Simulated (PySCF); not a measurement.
## CoH2O2: frequency calculation

System: CoH2O2, multiplicity 2.
Method: UKS-based PBE0, Co def2-TZVP, O def2-TZVP, H def2-TZVP; non-relativistic Hamiltonian; density fitting (PySCF 2.14.0).

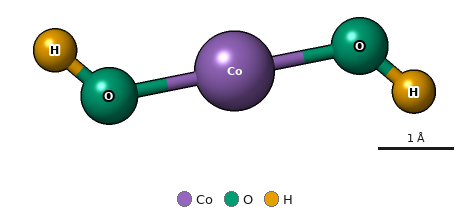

*The input geometry (ball-and-stick view, seen on its broad side). Sticks mark near contacts.*

### Results in brief

```tsv
quantity	value
outcome	converged
total energy	−1534.105336 hartree
⟨S²⟩	1.650
zero-point energy	0.025406 hartree
dipole moment	0.00 D
wavenumbers, lowest and highest	79 and 3931 cm⁻¹
hardware	4 threads of Arm Neoverse V2, 24 GiB of memory available, shared host
wall time	1.7 min (CPU time 5.7 min)
peak memory	1.6 GiB
```

### Remarks

Checks after the run noted: spin contamination. ⟨S²⟩ is 1.65 against 0.75 for a pure state: the solution is spin-contaminated.

### The input
```python
from pyscf import gto, scf, dft
mol = gto.M(atom='''
Co     0.000000     0.000000     0.000000
O      0.008306     0.000000     1.741353
O     -0.008306     0.000000    -1.741353
H     -0.736687     0.000000     2.341543
H      0.736687     0.000000    -2.341543''',
    basis={'Co': 'def2-TZVP', 'O': 'def2-TZVP', 'H': 'def2-TZVP'},
    charge=0, spin=1)
mf = dft.UKS(mol, xc='PBE0')
mf.grids.atom_grid = (75, 302)
aux = {'Co': 'def2-universal-JKFIT', 'O': 'def2-universal-JKFIT', 'H': 'def2-universal-JKFIT'}
mf = mf.density_fit(auxbasis=aux)
mf.conv_tol = 1e-09
mf.diis_space = 10
mf.max_cycle = 60
mf.verbose = 4
mf.kernel()
```

The script is an equivalent of the set-up of the self-consistent field. The run itself was carried out by a driver, which started from the orbitals of the step before it where there was one and computed the further properties.

Launched with:
```bash
OMP_NUM_THREADS=4 python axn.py task.json out
```

### Output
```
init E= -1534.10533563999
  alpha nocc = 23  HOMO = -0.288214689291971  LUMO = -0.0813003716742005
  beta  nocc = 22  HOMO = -0.289200848111891  LUMO = -0.0925374387207407
  HOMO = -0.288214689292  LUMO = -0.0925374387207  gap/eV = 5.32465
cycle= 1 E= -1534.10533564003  delta_E= -3.41e-11  |g|= 2.37e-06  |ddm|= 6.01e-06
  alpha nocc = 23  HOMO = -0.288214887301983  LUMO = -0.0813008878771725
  beta  nocc = 22  HOMO = -0.289201326934849  LUMO = -0.0925378057154685
  HOMO = -0.288214887302  LUMO = -0.0925378057155  gap/eV = 5.32464
Extra cycle  E= -1534.10533564005  delta_E= -2.41e-11  |g|= 4.65e-06  |ddm|= 6.28e-06
converged SCF energy = -1534.10533564005  <S^2> = 1.6495979  2S+1 = 2.756518
```

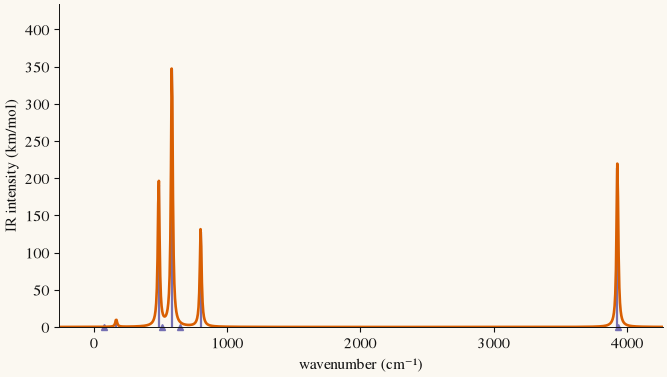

*Harmonic infrared spectrum, unscaled: sticks (degenerate modes added up, dark ones marked on the axis) with a Lorentzian envelope of 16 cm⁻¹ full width, scaled to the tallest stick.*

9 modes from 79 to 3931 cm⁻¹, none imaginary. The strongest line is at 588 cm⁻¹ (347 km/mol). All modes, in cm⁻¹ (km/mol): 79 (0.1), 170 (9.8), 489 (191), 512 (0.0), 588 (347), 650 (0.0), 804 (128), 3929 (213), 3931 (0.0).

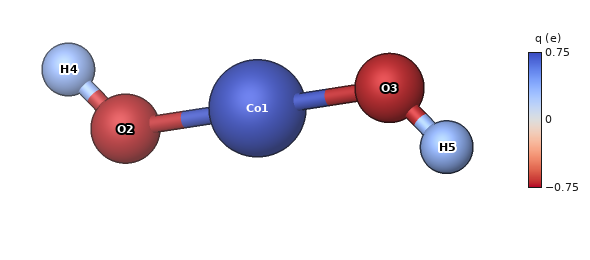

*Mulliken charges, as the colour of each atom (ball-and-stick view, seen at a tilt; atoms are numbered from 1 in the order of the input; Mulliken charges depend strongly on the basis).*

By element: Co +0.72, O −0.69 and H +0.33 e.
